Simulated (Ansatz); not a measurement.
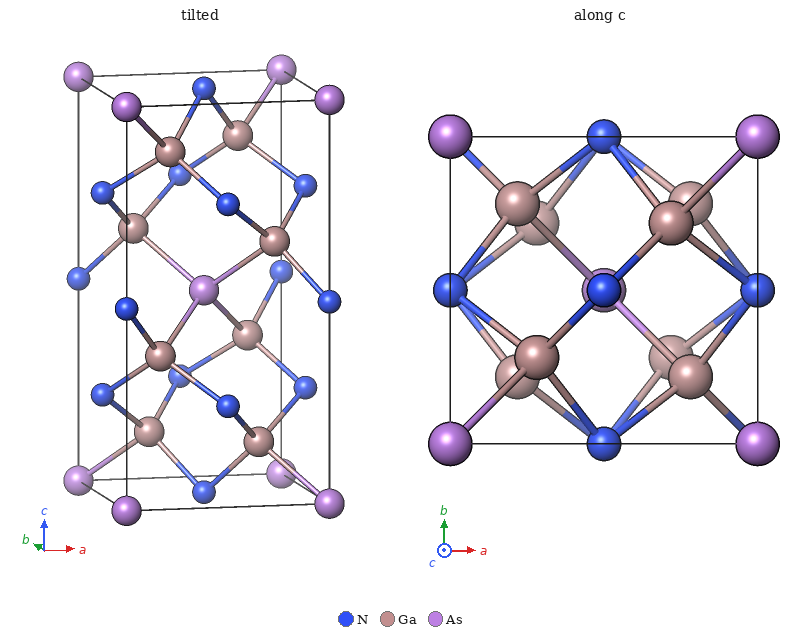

We look at a ball-and-stick model of the crystal slightly off an axis and along the c axis. The frame is the conventional unit cell; atoms at its boundary are shown with their periodic copies.

Ga4AsN3, space group I-42m (No. 121), a = 4.819 Å, b = 4.819 Å, c = 9.438 Å, α = 90.00°, β = 90.00°, γ = 90.00°. Starting structure: a structure type filled with these elements by a generator (whether the compound takes this form wasn't checked). Earlier steps of the study, as a rule a relaxation of our own, may have changed the cell and positions, so they can lie some per cent off the listed ones. Ansatz was used for an electronic-structure calculation on it.

This one geometry was computed with Ansatz (DFT, plane waves, PAW) at five levels of theory: PBE0, r2SCAN, PBE with spin-orbit coupling, HSE06 and PBE. It was relaxed beforehand with r2SCAN.

Which level gives the highest pressure at this volume, and what does that say about its equilibrium volume?

Highest: PBE with spin-orbit coupling (4.9 GPa) and PBE (4.9 GPa), which points to the largest equilibrium volume. Lowest, with the smallest volume: PBE0 (-0.1 GPa), r2SCAN (0.0 GPa) and HSE06 (0.1 GPa). Levels within 0.5 GPa of each other can't be told apart.

How does the band gap change with the level of theory?

PBE with spin-orbit coupling: a gap of 0.28 eV, direct; PBE: a gap of 0.32 eV, direct; r2SCAN: a gap of 0.68 eV, direct; HSE06: a gap of 1.25 eV, direct; PBE0: a gap of 1.90 eV, direct.

Collect the results in a table.

| level | cutoff (eV) | k-mesh of the run's cell | gap (eV) | pressure (GPa) |
| --- | --- | --- | --- | --- |
| PBE0 | 420 | 4×4×4 | 1.90 | -0.1 |
| r2SCAN | 500 | 8×8×8 | 0.68 | 0.0 |
| PBE with spin-orbit coupling | 420 | 8×8×8 | 0.28 | 4.9 |
| HSE06 | 420 | 4×4×4 | 1.25 | 0.1 |
| PBE | 420 | 8×8×8 | 0.32 | 4.9 |

Gaps are taken on the k-mesh or band path of each run.
